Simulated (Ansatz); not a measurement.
# Si2H5 (SMILES [SiH2][SiH3]): U-wB97M-V/STO-3G

What is the electronic atomisation energy of Si2H5 at U-wB97M-V/STO-3G? 

The results are computed with Ansatz 0.2.0.

29 further runs of the same task are left out: 29 set aside as unsound or not needed.

### 1 Starting point

The species is Si2H5 (7 atoms), meant as a doublet with charge 0. As SMILES, `[SiH2][SiH3]`. Geometry: relaxed at PBE0-D4/def2-TZVP.

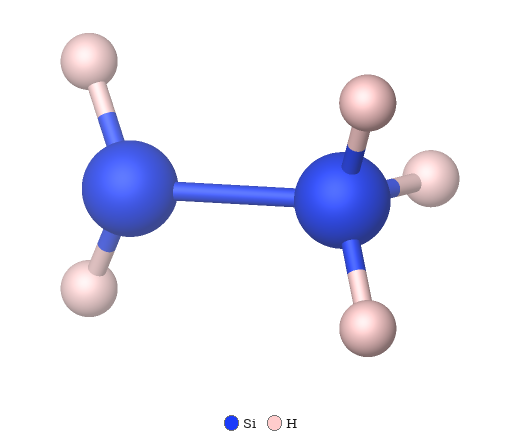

Viewed from a chosen angle; silicon blue, hydrogen pink.

### 2 A single-point energy at U-wB97M-V/STO-3G

Contents of run.yaml:

```yaml
crystal:
  periodic: [false, false, false]
  atoms:
    - symbol: Si
      position_ang: [-0.209600, -1.361200, -0.191100]
    - symbol: Si
      position_ang: [0.357900, 0.889200, -0.062000]
    - symbol: H
      position_ang: [-0.002600, -2.123900, 1.070300]
    - symbol: H
      position_ang: [-1.573600, -1.624600, -0.725600]
    - symbol: H
      position_ang: [0.210000, 1.502800, -1.408000]
    - symbol: H
      position_ang: [-0.495800, 1.643100, 0.898600]
    - symbol: H
      position_ang: [1.774900, 1.006800, 0.372200]
basis:
  gaussian: {orbitals: STO-3G}
accuracy: high
hamiltonian: {xc: {name: wB97M-V}}
magnetization: {spin_polarized: true, initial_magnetization: 1}
```

Launch:

```bash
$ ansatz run run.yaml --threads 1 --pin off --max-ram 2610MiB --events-out events.jsonl --progress --plain --runs-dir runs
```

Standard output:

```text
Warning: RAYON_NUM_THREADS=1 ignored (pool sized by the plan → 1); use --threads N
Functional definition: wB97M-V
  name "wB97M-V"
  parameter omega = 0.3/bohr
  parameter cx = 0.15
  parameter cx01 = 1.007
  parameter cx10 = 0.259
  parameter css00 = 0.443
  parameter css04 = -1.437
  parameter css10 = -4.535
  parameter css20 = -3.390
  parameter css43 = 4.278
  parameter cos00 = 1.000
  parameter cos10 = 1.358
  parameter cos20 = 2.924
  parameter cos21 = -8.812
  parameter cos60 = -1.390
  parameter cos61 = 9.142
  parameter b = 6.0
  parameter c = 0.01
  gx(w, u) = 1 - cx + cx01*u + cx10*w
  gss(w, u) = css00 + css04*u^4 + css10*w + css20*w^2 + css43*w^4*u^3
  gos(w, u) = cos00 + cos10*w + (cos20 + cos21*u)*w^2 + (cos60 + cos61*u)*w^6
  exchange = spin_sum(e_x_unif_sr(omega)*gx(b97_w, b97_u_x)) + cx*exact_x_sr(omega) + exact_x_lr(omega)
  correlation = spin_sum(e_c_pw_mod_same_spin*gss(b97_w, b97_u_same))
      + integral(e_c_pw_mod_opposite_spin*gos(b97_w_opposite, b97_u_opposite)) + vv10(b, c)
410 factors; integrals over basis functions are off by at most 4.9e-9 eV
180 factors; integrals over basis functions are off by at most 6.5e-10 eV
mean field evaluation 1: about -15652.1553 eV, gradient 8.2e0 eV
mean field evaluation 2: about -15652.7615 eV, gradient 2.8e0 eV
mean field evaluation 4: about -15652.8337 eV, gradient 1.5e-1 eV
mean field evaluation 8: about -15652.7609 eV, gradient 1.0e-2 eV
mean field evaluation 16: about -15652.7609 eV, gradient 8.9e-7 eV
mean field -15652.76094816 eV, -575.2283550225 hartree, gradient 5.6e-8 eV, S^2 0.750789; 0 other end points of the search recorded, 0 dependent functions left out
reference -15652.76095116 eV, -575.2283551327 hartree; 17, 16 occupied and 6, 7 virtual orbitals, 410 factors
Total energy: -15652.76095116 eV, -575.2283551327 hartree
```

Run time: 35 s. Hardware: 1 thread of Arm Neoverse V1, shared host; peak memory 0.61 GiB.

### 3 The H atom at the same level

Contents of molecule.yaml:

```yaml
basis:
  gaussian: {orbitals: STO-3G}
crystal:
  periodic: [false, false, false]
  atoms:
    - {symbol: H, position_ang: [0.000000, 0.000000, 0.000000]}
magnetization: {spin_polarized: true, initial_magnetization: 1}
hamiltonian: {xc: {name: wB97M-V}}
accuracy: high
```

Launch:

```bash
$ ansatz run molecule.yaml --threads 1 --pin off --max-ram 2610MiB --events-out events.jsonl --progress --plain --runs-dir runs
```

Standard output, cut to the lines that bear on the results:

```text
Warning: RAYON_NUM_THREADS=1 ignored (pool sized by the plan → 1); use --threads N
[... 2 set-up lines as earlier in the session ...]
[...]
  gx(w, u) = 1 - cx + cx01*u + cx10*w
  gss(w, u) = css00 + css04*u^4 + css10*w + css20*w^2 + css43*w^4*u^3
  gos(w, u) = cos00 + cos10*w + (cos20 + cos21*u)*w^2 + (cos60 + cos61*u)*w^6
[...]
      + integral(e_c_pw_mod_opposite_spin*gos(b97_w_opposite, b97_u_opposite)) + vv10(b, c)
1 factors; integrals over basis functions are off by at most 4.6e-10 eV
1 factors; integrals over basis functions are off by at most 2.9e-10 eV
[...]
mean field -12.42314868 eV, -0.4565422933 hartree, gradient 0.0e0 eV, S^2 0.750000; 0 other end points of the search recorded, 0 dependent functions left out
reference -12.42314998 eV, -0.4565423410 hartree; 1, 0 occupied and 0, 1 virtual orbitals, 1 factors
Total energy: -12.42314998 eV, -0.4565423410 hartree
```

Run time: 0.3 s. Hardware: 1 thread of Arm Neoverse V1, shared host.

### 4 The Si atom at the same level

Contents of in.yaml:

```yaml
crystal:
  periodic: [false, false, false]
  atoms:
    - {symbol: Si, position_ang: [0.000000, 0.000000, 0.000000]}
basis:
  gaussian:
    orbitals: STO-3G
magnetization:
  spin_polarized: true
  initial_magnetization: 2
hamiltonian:
  xc: {name: wB97M-V}
accuracy: high
```

Run the same way, it converges to -285.96702 Eh (log not shown).

### 5 Results

At U-wB97M-V/STO-3G:

```
                     quantity          value
       molecule: total energy  -575.22836 Eh
               molecule: ⟨S²⟩          0.751
         H atom: total energy    -0.45654 Eh
                 H atom: ⟨S²⟩          0.750
        Si atom: total energy  -285.96702 Eh
                Si atom: ⟨S²⟩          2.000
electronic atomisation energy      27.527 eV
```

**Reading.** Taking the molecule apart into free atoms costs 27.53 eV (635 kcal/mol), before zero-point energy and without spin-orbit coupling. In a minimal basis such a difference can be off by several eV, whatever the method.
